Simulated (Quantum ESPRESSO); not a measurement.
```
CELL_PARAMETERS angstrom
      0.00000     2.72062     2.68022
      2.68022     0.00000     2.68022
      2.68022     2.72062     0.00000
ATOMIC_POSITIONS crystal
  Zn 0.00000 0.00000 0.00000
  S  0.25000 0.25000 0.25000
```
The cell was made here from a computed Materials Project entry: strained by +1 % along the cube axis and by -0.5 % across it, atoms relaxed (PBE without dispersion, pw.x of a modified build of Quantum ESPRESSO, symmetry kept). The parent is ZnS in F-43m. Stability against distortions was not tested.

For site Zn (atom 1), PBE PAW (JTH datasets; density from pw.x of Quantum ESPRESSO, gradients reconstructed from it by a script) (20 Ha, k-mesh 7×7×7 through Γ) gives Vzz = -0.027 a.u. and η_Q = 0.00, so |C_Q| = 0.96 MHz for ⁶⁷Zn (|Q| = 0.15 barn). Cores are frozen. Against all-electron runs on small test molecules, this scheme's |Vzz| missed by +4 % on Zn, −3 % on S.

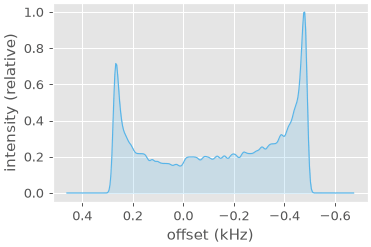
Figure: Simulated static powder pattern of the ⁶⁷Zn central transition at 14.1 T (Larmor frequency ν0 = 37.6 MHz, I = 5/2), second-order quadrupolar broadening alone, zero at the isotropic chemical shift

The full linewidth is 0.759 kHz, or 20.2 ppm at this field.
